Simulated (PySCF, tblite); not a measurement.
# C5H12Si2: dynamics, then NMR shifts on frames, part 2 of 2

tblite 0.8.0 and PySCF 2.14.0. Atoms count from 0. The steps go on from the part before.

**6. NMR shieldings: 800 fs, PBE0/pcSseg-1**

Job settings and geometry (Å):

```
{"job": {"kind": "nmr", "xc": "PBE0", "basis": "pcSseg-1", "pop": false}, "charge": 0, "multiplicity": 1}
C     -2.133800     0.413300    -1.297400
C     -1.077800     0.027000    -0.289300
C     -0.848700     1.294100     0.509100
Si     0.297600     1.175100     2.061100
C      1.785200     0.255700     1.453200
C      2.784700    -0.130900     0.867900
Si     4.247700    -0.929500    -0.007800
H     -3.000100     0.830500    -0.807600
H     -1.849600     1.239300    -1.984200
H     -2.455100    -0.511500    -1.879600
H     -0.121200    -0.236500    -0.803000
H     -1.389700    -0.813100     0.362000
H     -1.811500     1.682300     1.010500
H     -0.496500     2.140500    -0.077300
H     -0.328300     0.342300     3.029500
H      0.320600     2.528500     2.585200
H      5.361500    -0.370300     0.754300
H      4.333600    -0.428000    -1.383400
H      4.112600    -2.433600    -0.058100
```

With the program's defaults for keys left out, this is: GIAO PBE0/pcSseg-1 NMR shielding, non-relativistic, gas phase.

The log of the run:

```text
coarse grid: 16120 points
cycle   1  E = -776.0240540343  dE =  2.672e-01  |g| = 4.795e-01  |ddm| = 3.827e+00
cycle   2  E = -775.9983520262  dE =  2.570e-02  |g| = 5.649e-01  |ddm| = 1.091e+00
cycle   3  E = -776.0854607761  dE = -8.711e-02  |g| = 6.803e-02  |ddm| = 6.368e-01
cycle   4  E = -776.0856921691  dE = -2.314e-04  |g| = 6.160e-02  |ddm| = 9.357e-02
cycle   5  E = -776.0866329901  dE = -9.408e-04  |g| = 1.183e-02  |ddm| = 4.888e-02
cycle   6  E = -776.0866661844  dE = -3.319e-05  |g| = 3.263e-03  |ddm| = 1.235e-02
cycle   7  E = -776.0866691079  dE = -2.923e-06  |g| = 3.923e-04  |ddm| = 3.730e-03
final grid: 144360 points
cycle   8  E = -776.1290017173  dE = -2.525e-05  |g| = 6.660e-03  |ddm| = 2.875e-02
cycle   9  E = -776.1289955790  dE =  6.138e-06  |g| = 8.207e-03  |ddm| = 1.413e-02
cycle  10  E = -776.1290136112  dE = -1.803e-05  |g| = 5.703e-04  |ddm| = 7.750e-03
cycle  11  E = -776.1290136587  dE = -4.753e-08  |g| = 3.489e-04  |ddm| = 7.313e-04
cycle  12  E = -776.1290136866  dE = -2.791e-08  |g| = 1.223e-04  |ddm| = 3.182e-04
cycle  13  E = -776.1290136903  dE = -3.677e-09  |g| = 3.101e-05  |ddm| = 1.172e-04
cycle  14  E = -776.1290136905  dE = -2.487e-10  |g| = 4.483e-06  |ddm| = 3.402e-05
converged SCF energy = -776.1290136905

GIAO shielding tensors (ppm)
atom      isotropic    diamagn.    paramagn.     s11        s22        s33       span
  0 C      160.086     246.217     -86.131    143.849    147.149    189.259     45.411
  1 C      162.174     247.108     -84.934    152.636    164.538    169.348     16.712
  2 C      159.952     254.410     -94.458    136.093    160.454    183.308     47.215
  3 Si     414.203     882.346    -468.142    374.855    397.075    470.678     95.823
  4 C       68.586     265.948    -197.362    -35.335    -22.781    263.873    299.209
  5 C       68.701     267.957    -199.257    -31.437    -19.794    257.334    288.771
  6 Si     444.970     880.837    -435.867    417.520    449.740    467.650     50.129
  7 H       30.813      30.402       0.411     27.040     29.370     36.028      8.988
  8 H       29.885      30.051      -0.166     26.555     27.956     35.144      8.589
  9 H       28.957      28.148       0.808     23.883     26.193     36.794     12.911
 10 H       29.153      34.761      -5.607     23.933     28.895     34.632     10.699
 11 H       29.897      33.048      -3.152     25.263     29.311     35.115      9.852
 12 H       30.018      31.253      -1.235     25.817     29.258     34.979      9.161
 13 H       30.587      34.156      -3.568     26.833     29.780     35.148      8.315
 14 H       28.181      30.729      -2.548     24.779     26.372     33.394      8.615
 15 H       27.266      29.075      -1.809     23.627     25.265     32.906      9.279
 16 H       27.337      26.584       0.753     23.605     25.865     32.541      8.937
 17 H       27.432      29.715      -2.283     23.979     26.261     32.056      8.077
 18 H       26.711      28.282      -1.571     23.461     25.211     31.460      7.999
```

Run time: 55 s. Hardware: 1 thread of Arm Neoverse N1, shared host; peak memory 0.83 GiB.

In short: δ C4 118.3, C5 118.2, C2 27.0, C0 26.8, H18 5.01, H15 4.45 ppm.

**7. Nuclear shieldings: 1000 fs, PBE0/pcSseg-1**

Job settings and geometry (Å):

```
{"job": {"kind": "nmr", "xc": "PBE0", "basis": "pcSseg-1", "pop": false}, "charge": 0, "multiplicity": 1}
C     -1.515100     1.082300    -1.920800
C     -0.964500     0.399300    -0.664000
C     -0.885200     1.406100     0.524900
Si     0.219300     0.845600     1.918700
C      1.901100     0.358800     1.278800
C      2.727000    -0.174100     0.561500
Si     4.234900    -0.667600    -0.287300
H     -2.481700     1.515000    -1.690800
H     -0.880300     1.932100    -2.228900
H     -1.491500     0.404100    -2.748100
H     -0.003300    -0.081500    -0.907200
H     -1.646100    -0.462000    -0.496800
H     -1.894200     1.535400     0.848800
H     -0.588600     2.379700     0.139900
H     -0.364200    -0.281600     2.677700
H      0.294800     2.007900     2.722400
H      5.394200    -0.170800     0.424100
H      3.958300    -0.173700    -1.643600
H      4.173400    -2.167100    -0.290900
```

Method: GIAO PBE0/pcSseg-1 NMR shielding, non-relativistic, gas phase.

The log of the run:

```text
coarse grid: 16120 points
cycle   1  E = -776.0280869100  dE =  3.695e-01  |g| = 4.807e-01  |ddm| = 3.825e+00
cycle   2  E = -776.0152345523  dE =  1.285e-02  |g| = 5.248e-01  |ddm| = 1.087e+00
cycle   3  E = -776.0897304068  dE = -7.450e-02  |g| = 4.093e-02  |ddm| = 6.322e-01
cycle   4  E = -776.0898346723  dE = -1.043e-04  |g| = 3.673e-02  |ddm| = 6.798e-02
cycle   5  E = -776.0901407805  dE = -3.061e-04  |g| = 1.299e-02  |ddm| = 3.388e-02
cycle   6  E = -776.0901817414  dE = -4.096e-05  |g| = 2.755e-03  |ddm| = 1.107e-02
cycle   7  E = -776.0901836603  dE = -1.919e-06  |g| = 3.086e-04  |ddm| = 2.662e-03
final grid: 144360 points
cycle   8  E = -776.1330071155  dE = -2.974e-05  |g| = 7.453e-03  |ddm| = 2.706e-02
cycle   9  E = -776.1330016641  dE =  5.451e-06  |g| = 8.731e-03  |ddm| = 1.450e-02
cycle  10  E = -776.1330217996  dE = -2.014e-05  |g| = 4.471e-04  |ddm| = 8.057e-03
cycle  11  E = -776.1330218355  dE = -3.589e-08  |g| = 2.148e-04  |ddm| = 6.622e-04
cycle  12  E = -776.1330218446  dE = -9.049e-09  |g| = 1.130e-04  |ddm| = 2.413e-04
cycle  13  E = -776.1330218475  dE = -2.952e-09  |g| = 3.406e-05  |ddm| = 9.812e-05
cycle  14  E = -776.1330218478  dE = -3.004e-10  |g| = 4.213e-06  |ddm| = 3.574e-05
converged SCF energy = -776.1330218478

GIAO shielding tensors (ppm)
atom      isotropic    diamagn.    paramagn.     s11        s22        s33       span
  0 C      164.880     248.308     -83.428    146.654    158.587    189.398     42.744
  1 C      162.549     250.651     -88.102    154.239    158.401    175.008     20.769
  2 C      171.937     255.670     -83.733    155.634    169.516    190.660     35.026
  3 Si     416.052     882.586    -466.533    368.065    431.291    448.801     80.735
  4 C       62.897     279.926    -217.028    -33.456    -33.061    255.210    288.666
  5 C       66.692     255.964    -189.272    -35.872    -27.814    263.760    299.632
  6 Si     454.155     881.665    -427.511    437.520    457.544    467.400     29.880
  7 H       30.619      30.197       0.422     26.653     28.662     36.542      9.890
  8 H       30.534      31.253      -0.719     26.842     28.956     35.805      8.963
  9 H       30.571      30.826      -0.254     25.770     27.805     38.138     12.369
 10 H       29.683      37.054      -7.371     23.826     29.692     35.531     11.705
 11 H       29.897      34.407      -4.510     25.286     28.823     35.581     10.294
 12 H       31.319      33.381      -2.063     27.036     29.658     37.262     10.226
 13 H       31.306      34.064      -2.759     26.894     30.533     36.489      9.595
 14 H       27.223      30.173      -2.951     23.357     25.691     32.620      9.263
 15 H       28.047      29.825      -1.778     23.937     26.236     33.968     10.031
 16 H       27.498      27.550      -0.051     23.852     25.842     32.802      8.950
 17 H       27.217      29.586      -2.370     23.306     26.591     31.753      8.447
 18 H       27.061      28.418      -1.357     23.655     25.703     31.824      8.169
```

It took 55 s on 1 thread of Arm Neoverse N1, shared host; peak memory 0.88 GiB.

In short: δ C4 124.0, C5 120.2, C1 24.4, C0 22.0, H18 4.66, H17 4.50 ppm.

**8. Run by run: NMR shifts**

Shifts (ppm) of some atoms, chosen among heavy atoms and hydrogens apart, with basis size and wall time:

```csv
frame,C4,C5,C1,C2,H11,H9,Si6,functions,time
250 fs,118.7,114.3,34.6,19.9,3.22,2.09,-102.0,193,73 s
425 fs,128.3,117.6,18.1,17.4,0.47,2.61,-103.7,193,54 s
625 fs,123.1,111.8,20.9,20.0,1.07,3.73,-102.1,193,55 s
800 fs,118.3,118.2,24.8,27.0,1.82,2.76,-95.8,193,55 s
1000 fs,124.0,120.2,24.4,15.0,1.82,1.15,-105.0,193,55 s
```

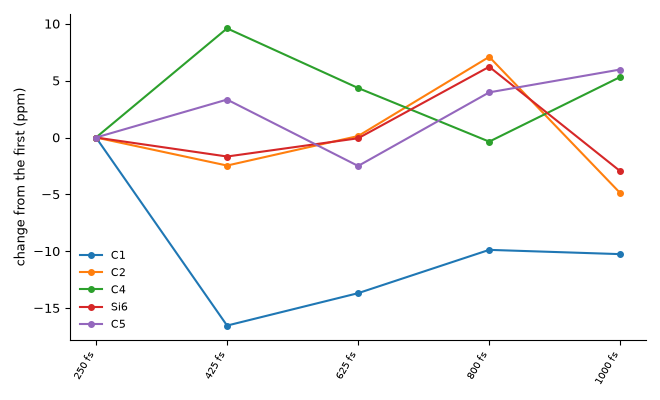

How five of the tabulated atoms move from run to run.

**9. Summary of results**

The summary covers parts 1 to 2.

| quantity | value |
| --- | --- |
| thermostat | 300 K |
| mean temperature, second half | 300 K |
| mean potential energy above the minimum | 0.61 eV |
| ¹³C shifts against TMS (PBE0/pcSseg-1, 250 fs) | 118.7, 114.3, 34.6, 23.7, 19.9 ppm |
| ¹H shifts against TMS (PBE0/pcSseg-1, 250 fs) | 5.44, 4.73, 4.48, 4.11, 3.88, 3.72, 3.22, 2.09, 1.85, 1.46, 1.02, 0.94 ppm |
| ²⁹Si shifts against TMS (PBE0/pcSseg-1, 250 fs) | -66.1, -102.0 ppm |
| surface potential, least and greatest | -0.85 V and 1.06 V |
| range of the shift of C1 | 18.1 to 34.6 ppm |

In the second half the potential energy averages 0.61 eV above the minimum; equipartition over 51 harmonic modes at 300 K would give 0.66 eV. With 19 atoms the temperature swings widely (149 to 390 K). Shifts at one fixed geometry are not the observed spectrum, which averages over the motion. By nearest atom (PBE0/pcSseg-1), the HOMO sits on C4, C5 about 31 % each; C2 10 % and the LUMO on C4, C5 about 27 % each; H18 9 %. In ppm, C1 moves most: its shift spreads over 16.5 ppm, from 18.1 (425 fs) to 34.6 (250 fs).
